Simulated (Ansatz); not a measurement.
# Molecular dynamics, with input and output: B2SiH4 (part 2 of 2)

B2SiH4; RKS BLYP-d3bj/def2-SVP (Ansatz 0.2.0). The geometry comes from this level: PBE0-D4/def2-TZVP.

Geometry of the input (Å):
```
B  -1.0786  -0.2806  -0.6772
B  0.2519  -0.8525  -0.9770
Si 0.3241  0.4084  0.6092
H  -2.1060  0.2205  -0.3853
H  1.3424  -1.2699  -1.1458
H  -0.4195  1.3291  1.5034
H  1.7469  0.3770  1.0269
```

Trajectory as extended XYZ, continued:
```
7
Properties=species:S:1:pos:R:3:forces:R:3 step=7 time_fs=3.5 energy=-9287.91664 temperature=520.9
B    -1.0955   -0.2822   -0.7100    0.5564  -0.2679  -0.1248
B     0.2242   -0.8798   -0.9757    1.4401  -0.0374  -0.1182
Si    0.3399    0.4187    0.6211    0.1593  -0.9122  -0.9827
H    -2.0892    0.1595   -0.3798   -1.4685   0.6333   0.3770
H     1.3940   -1.1158   -1.1652   -0.3549  -0.2417  -0.0271
H    -0.4490    1.2676    1.4655   -0.6084   0.7390   0.8208
H     1.7450    0.3691    1.0858    0.2760   0.0870   0.0550
7
Properties=species:S:1:pos:R:3:forces:R:3 step=9 time_fs=4.5 energy=-9287.93316 temperature=545.5
B    -1.0990   -0.2834   -0.7198   -0.1775   0.1053   0.1860
B     0.2185   -0.8878   -0.9756    1.7883   0.0441  -0.0811
Si    0.3446    0.4211    0.6239    0.0103  -0.8712  -0.9335
H    -2.1166    0.1563   -0.3698   -0.7874   0.3236   0.1412
H     1.4055   -1.0766   -1.1717   -0.5495  -0.2879  -0.0068
H    -0.4694    1.2648    1.4707   -0.4490   0.5753   0.6832
H     1.7511    0.3683    1.1042    0.1648   0.1109   0.0109
7
Properties=species:S:1:pos:R:3:forces:R:3 step=11 time_fs=5.5 energy=-9287.93274 temperature=544.6
B    -1.1028   -0.2845   -0.7295   -0.9536   0.4742   0.5205
B     0.2143   -0.8957   -0.9756    1.9650   0.1628  -0.0261
Si    0.3492    0.4231    0.6263   -0.2166  -0.7195  -0.7537
H    -2.1515    0.1561   -0.3586   -0.0074  -0.0115  -0.1401
H     1.4119   -1.0402   -1.1783   -0.6400  -0.3516   0.0010
H    -0.4941    1.2674    1.4824   -0.1797   0.3128   0.4400
H     1.7588    0.3685    1.1227    0.0323   0.1329  -0.0416
7
Properties=species:S:1:pos:R:3:forces:R:3 step=13 time_fs=6.5 energy=-9287.89946 temperature=493.6
B    -1.1073   -0.2852   -0.7386   -1.5003   0.7220   0.7875
B     0.2119   -0.9035   -0.9757    1.9152   0.3254   0.0556
Si    0.3538    0.4250    0.6285   -0.4707  -0.5311  -0.5236
H    -2.1865    0.1558   -0.3486    0.6346  -0.2722  -0.3804
H     1.4122   -1.0071   -1.1850   -0.6069  -0.4232  -0.0082
H    -0.5204    1.2731    1.4983    0.1257   0.0280   0.1651
H     1.7668    0.3701    1.1408   -0.0975   0.1511  -0.0961
7
Properties=species:S:1:pos:R:3:forces:R:3 step=15 time_fs=7.5 energy=-9287.84678 temperature=412.8
B    -1.1132   -0.2852   -0.7471   -1.7103   0.8079   0.9463
B     0.2112   -0.9110   -0.9756    1.6268   0.5284   0.1663
Si    0.3583    0.4266    0.6306   -0.7068  -0.3627  -0.3084
H    -2.2156    0.1531   -0.3422    1.0440  -0.4254  -0.5386
H     1.4067   -0.9780   -1.1917   -0.4517  -0.4917  -0.0364
H    -0.5456    1.2790    1.5158    0.4028  -0.2207  -0.0831
H     1.7739    0.3730    1.1580   -0.2047   0.1642  -0.1462
7
Properties=species:S:1:pos:R:3:forces:R:3 step=17 time_fs=8.5 energy=-9287.79758 temperature=337.2
B    -1.1206   -0.2845   -0.7548   -1.5852   0.7391   0.9925
B     0.2119   -0.9180   -0.9755    1.1337   0.7586   0.3012
Si    0.3624    0.4281    0.6325   -0.9008  -0.2434  -0.1452
H    -2.2348    0.1463   -0.3410    1.2112  -0.4739  -0.6061
H     1.3970   -0.9537   -1.1987   -0.1972  -0.5475  -0.0823
H    -0.5670    1.2828    1.5325    0.6146  -0.4049  -0.2736
H     1.7791    0.3776    1.1739   -0.2764   0.1719  -0.1865
7
Properties=species:S:1:pos:R:3:forces:R:3 step=19 time_fs=9.5 energy=-9287.76702 temperature=290.1
B    -1.1294   -0.2832   -0.7615   -1.1645   0.5410   0.9350
B     0.2136   -0.9243   -0.9750    0.5153   0.9970   0.4482
Si    0.3663    0.4295    0.6343   -1.0467  -0.1813  -0.0488
H    -2.2426    0.1350   -0.3454    1.1468  -0.4286  -0.5833
H     1.3855   -0.9346   -1.2066    0.1076  -0.5843  -0.1397
H    -0.5825    1.2829    1.5466    0.7474  -0.5182  -0.3977
H     1.7816    0.3838    1.1879   -0.3058   0.1743  -0.2137
7
Properties=species:S:1:pos:R:3:forces:R:3 step=20 time_fs=10.0 energy=-9287.75973 temperature=278.8
B    -1.1342   -0.2824   -0.7646   -0.8559   0.4019   0.8699
B     0.2147   -0.9272   -0.9747    0.1944   1.1133   0.5206
Si    0.3681    0.4302    0.6353   -1.1022  -0.1714  -0.0270
H    -2.2423    0.1278   -0.3498    1.0282  -0.3729  -0.5377
H     1.3799   -0.9271   -1.2110    0.2560  -0.5951  -0.1688
H    -0.5877    1.2811    1.5524    0.7839  -0.5496  -0.4353
H     1.7818    0.3875    1.1942   -0.3042   0.1738  -0.2218
7
Properties=species:S:1:pos:R:3:forces:R:3 step=22 time_fs=11.0 energy=-9287.75624 temperature=273.3
B    -1.1443   -0.2804   -0.7702   -0.0665   0.0611   0.6712
B     0.2169   -0.9321   -0.9736   -0.3905   1.3298   0.6489
Si    0.3715    0.4315    0.6371   -1.1799  -0.1916  -0.0355
H    -2.2348    0.1108   -0.3622    0.6171  -0.1997  -0.3780
H     1.3709   -0.9164   -1.2211    0.4906  -0.6038  -0.2164
H    -0.5923    1.2735    1.5606    0.7986  -0.5652  -0.4635
H     1.7800    0.3962    1.2051   -0.2693   0.1695  -0.2266
7
Properties=species:S:1:pos:R:3:forces:R:3 step=24 time_fs=12.0 energy=-9287.75562 temperature=272.2
B    -1.1545   -0.2784   -0.7751    0.8962  -0.3314   0.3969
B     0.2188   -0.9358   -0.9719   -0.8037   1.5149   0.7359
Si    0.3744    0.4328    0.6389   -1.2112  -0.2635  -0.1134
H    -2.2214    0.0920   -0.3782   -0.0013   0.0404  -0.1376
H     1.3665   -0.9115   -1.2333    0.5793  -0.6005  -0.2341
H    -0.5894    1.2605    1.5644    0.7370  -0.5216  -0.4302
H     1.7756    0.4065    1.2139   -0.1962   0.1617  -0.2175
7
Properties=species:S:1:pos:R:3:forces:R:3 step=26 time_fs=13.0 energy=-9287.74686 temperature=259.0
B    -1.1639   -0.2767   -0.7798    1.8869  -0.7130   0.0960
B     0.2200   -0.9382   -0.9696   -0.9776   1.6576   0.7655
Si    0.3769    0.4340    0.6407   -1.1882  -0.3871  -0.2611
H    -2.2082    0.0736   -0.3955   -0.7142   0.3013   0.1383
H     1.3675   -0.9123   -1.2476    0.4876  -0.5901  -0.2084
H    -0.5794    1.2426    1.5642    0.5982  -0.4197  -0.3332
H     1.7694    0.4183    1.2206   -0.0926   0.1510  -0.1972
7
Properties=species:S:1:pos:R:3:forces:R:3 step=28 time_fs=14.0 energy=-9287.73474 temperature=240.9
B    -1.1716   -0.2756   -0.7843    2.6448  -0.9904  -0.1400
B     0.2203   -0.9392   -0.9666   -0.9158   1.7461   0.7364
Si    0.3790    0.4350    0.6424   -1.0988  -0.5618  -0.4768
H    -2.2017    0.0580   -0.4115   -1.2858   0.5012   0.3596
H     1.3731   -0.9188   -1.2640    0.2441  -0.5725  -0.1391
H    -0.5638    1.2207    1.5608    0.3817  -0.2607  -0.1695
H     1.7623    0.4316    1.2254    0.0298   0.1382  -0.1706
7
Properties=species:S:1:pos:R:3:forces:R:3 step=30 time_fs=15.0 energy=-9287.73661 temperature=244.2
B    -1.1770   -0.2754   -0.7890    2.8863  -1.0768  -0.2153
B     0.2198   -0.9385   -0.9629   -0.6794   1.7698   0.6617
Si    0.3807    0.4359    0.6440   -0.9354  -0.7794  -0.7492
H    -2.2072    0.0472   -0.4242   -1.4462   0.5588   0.4298
H     1.3810   -0.9308   -1.2816   -0.0764  -0.5434  -0.0399
H    -0.5445    1.1963    1.5559    0.0964  -0.0530   0.0568
H     1.7555    0.4463    1.2286    0.1548   0.1240  -0.1440
7
Properties=species:S:1:pos:R:3:forces:R:3 step=31 time_fs=15.5 energy=-9287.74518 temperature=257.4
B    -1.1787   -0.2757   -0.7914    2.7719  -1.0395  -0.1809
B     0.2193   -0.9376   -0.9609   -0.5221   1.7559   0.6139
Si    0.3815    0.4362    0.6446   -0.8280  -0.8975  -0.8980
H    -2.2152    0.0437   -0.4290   -1.3312   0.5253   0.3961
H     1.3849   -0.9387   -1.2907   -0.2388  -0.5233   0.0146
H    -0.5343    1.1838    1.5534   -0.0640   0.0624   0.1872
H     1.7526    0.4541    1.2297    0.2122   0.1167  -0.1329
7
Properties=species:S:1:pos:R:3:forces:R:3 step=33 time_fs=16.5 energy=-9287.76826 temperature=293.0
B    -1.1804   -0.2769   -0.7963    2.1533  -0.8387  -0.0015
B     0.2180   -0.9346   -0.9564   -0.1816   1.6793   0.5108
Si    0.3828    0.4366    0.6457   -0.5807  -1.1267  -1.1886
H    -2.2401    0.0404   -0.4359   -0.7834   0.3641   0.2234
H     1.3905   -0.9583   -1.3085   -0.5234  -0.4711   0.1205
H    -0.5148    1.1594    1.5503   -0.3886   0.2910   0.4546
H     1.7484    0.4704    1.2309    0.3044   0.1020  -0.1192
7
Properties=species:S:1:pos:R:3:forces:R:3 step=35 time_fs=17.5 energy=-9287.78289 temperature=316.0
B    -1.1801   -0.2788   -0.8012    1.2615  -0.5526   0.2386
B     0.2165   -0.9302   -0.9514    0.1358   1.5486   0.4132
Si    0.3838    0.4366    0.6465   -0.3361  -1.2995  -1.4089
H    -2.2724    0.0406   -0.4408   -0.0399   0.1510  -0.0049
H     1.3913   -0.9825   -1.3252   -0.7153  -0.4055   0.2082
H    -0.4990    1.1378    1.5514   -0.6584   0.4706   0.6744
H     1.7471    0.4878    1.2309    0.3525   0.0874  -0.1205
7
Properties=species:S:1:pos:R:3:forces:R:3 step=37 time_fs=18.5 energy=-9287.78749 temperature=324.1
B    -1.1788   -0.2812   -0.8059    0.3790  -0.2705   0.4496
B     0.2152   -0.9243   -0.9460    0.3780   1.3821   0.3350
Si    0.3848    0.4362    0.6467   -0.1573  -1.3603  -1.4823
H    -2.3051    0.0423   -0.4457    0.6433  -0.0386  -0.2023
H     1.3852   -1.0105   -1.3400   -0.7899  -0.3328   0.2653
H    -0.4894    1.1207    1.5589   -0.7996   0.5474   0.7724
H     1.7491    0.5060    1.2298    0.3465   0.0727  -0.1376
7
Properties=species:S:1:pos:R:3:forces:R:3 step=39 time_fs=19.5 energy=-9287.79808 temperature=341.4
B    -1.1771   -0.2839   -0.8102   -0.3300  -0.0425   0.5882
B     0.2142   -0.9172   -0.9404    0.5116   1.2010   0.2855
Si    0.3857    0.4354    0.6464   -0.0848  -1.2825  -1.3652
H    -2.3319    0.0436   -0.4524    1.1286  -0.1681  -0.3282
H     1.3717   -1.0417   -1.3522   -0.7409  -0.2619   0.2840
H    -0.4874    1.1087    1.5737   -0.7718   0.4968   0.7031
H     1.7544    0.5249    1.2274    0.2872   0.0573  -0.1674
7
Properties=species:S:1:pos:R:3:forces:R:3 step=41 time_fs=20.5 energy=-9287.82657 temperature=386.1
B    -1.1756   -0.2866   -0.8140   -0.8060   0.1131   0.6480
B     0.2136   -0.9090   -0.9345    0.5222   1.0260   0.2692
Si    0.3866    0.4340    0.6457   -0.1120  -1.0859  -1.0768
H    -2.3480    0.0433   -0.4623    1.3804  -0.2301  -0.3777
H     1.3511   -1.0755   -1.3618   -0.5774  -0.2032   0.2611
H    -0.4926    1.1013    1.5952   -0.5935   0.3396   0.4793
H     1.7625    0.5444    1.2233    0.1863   0.0405  -0.2031
7
Properties=species:S:1:pos:R:3:forces:R:3 step=43 time_fs=21.5 energy=-9287.86964 temperature=453.2
B    -1.1749   -0.2892   -0.8172   -1.0340   0.1916   0.6355
B     0.2135   -0.8999   -0.9283    0.4200   0.8728   0.2836
Si    0.3874    0.4323    0.6445   -0.1941  -0.8242  -0.6885
H    -2.3510    0.0409   -0.4758    1.4012  -0.2267  -0.3577
H     1.3250   -1.1113   -1.3689   -0.3262  -0.1649   0.2002
H    -0.5035    1.0972    1.6212   -0.3292   0.1292   0.1635
H     1.7723    0.5643    1.2173    0.0622   0.0223  -0.2365
7
Properties=species:S:1:pos:R:3:forces:R:3 step=44 time_fs=22.0 energy=-9287.89265 temperature=489.0
B    -1.1748   -0.2905   -0.8186   -1.0514   0.2008   0.6036
B     0.2136   -0.8950   -0.9251    0.3385   0.8067   0.2986
Si    0.3878    0.4314    0.6439   -0.2389  -0.6874  -0.4837
H    -2.3475    0.0388   -0.4838    1.3245  -0.2005  -0.3232
H     1.3106   -1.1298   -1.3717   -0.1824  -0.1545   0.1595
H    -0.5103    1.0958    1.6351   -0.1882   0.0221  -0.0046
H     1.7775    0.5744    1.2135   -0.0021   0.0128  -0.2500
7
Properties=species:S:1:pos:R:3:forces:R:3 step=46 time_fs=23.0 energy=-9287.93193 temperature=550.5
B    -1.1755   -0.2929   -0.8210   -0.8825   0.1562   0.4887
B     0.2140   -0.8848   -0.9186    0.1565   0.6905   0.3296
Si    0.3886    0.4293    0.6425   -0.3108  -0.4294  -0.0965
H    -2.3312    0.0334   -0.5021    0.9863  -0.0959  -0.2063
H     1.2809   -1.1679   -1.3763    0.0995  -0.1462   0.0725
H    -0.5249    1.0927    1.6623    0.0743  -0.1690  -0.3212
H     1.7877    0.5946    1.2040   -0.1233  -0.0062  -0.2668
7
Properties=species:S:1:pos:R:3:forces:R:3 step=48 time_fs=24.0 energy=-9287.95029 temperature=579.8
B    -1.1769   -0.2951   -0.8230   -0.4434   0.0283   0.3097
B     0.2146   -0.8739   -0.9117    0.0186   0.5758   0.3355
Si    0.3892    0.4271    0.6410   -0.3429  -0.2134   0.2253
H    -2.3056    0.0271   -0.5224    0.3965   0.0808  -0.0296
H     1.2520   -1.2075   -1.3801    0.3113  -0.1374   0.0050
H    -0.5389    1.0881    1.6865    0.2817  -0.3103  -0.5790
H     1.7969    0.6147    1.1920   -0.2219  -0.0238  -0.2670
7
Properties=species:S:1:pos:R:3:forces:R:3 step=50 time_fs=25.0 energy=-9287.93889 temperature=563.5
B    -1.1787   -0.2973   -0.8247    0.1957  -0.1620   0.0894
B     0.2151   -0.8625   -0.9045   -0.0015   0.4273   0.2865
Si    0.3897    0.4248    0.6396   -0.3335  -0.0492   0.4620
H    -2.2764    0.0216   -0.5429   -0.3884   0.3161   0.1849
H     1.2260   -1.2484   -1.3839    0.3953  -0.0991  -0.0131
H    -0.5502    1.0806    1.7052    0.4198  -0.3947  -0.7604
H     1.8039    0.6346    1.1774   -0.2874  -0.0383  -0.2494
```

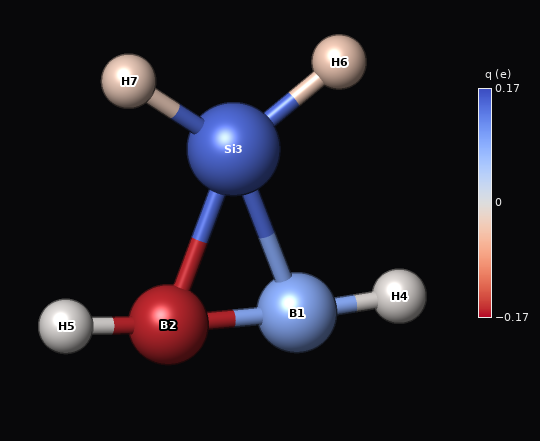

Mulliken charges, as the colour of each atom (ball-and-stick view, seen at a tilt; atoms are numbered from 1 in the order of the input). By element: B −0.16 to +0.08, Si +0.14 and H −0.03 to 0.00 e.

Key numbers:

| quantity | value |
| --- | --- |
| outcome | finished |
| mean temperature over the second half | 374 K |
| trajectory | 50 steps, 25 fs |
| ensemble | nvt_nose_hoover |
| temperature in the input | 700 K |
| time step | 0.5 fs |
| potential energy (last step) | −9287.9392 eV |
| mean-field energy (last step) | −9287.6726 eV |
| dispersion energy (last step) | −0.2666 eV |
| SCF solution under orbital rotations (last step) | stable |
| largest force (length of the vector) (last step) | 0.954 eV/Å |
| dipole moment (last step) | 1.23 D |
| hardware | 2 threads of Arm Neoverse V2, 23 GiB of memory available, shared host |
| wall time | 30 s (CPU time 56 s) |
| peak memory | 0.32 GiB |

Notes:

So short a trajectory is not equilibrated. The temperature stays far from the 700 K of the thermostat over the second half: the run isn't equilibrated.
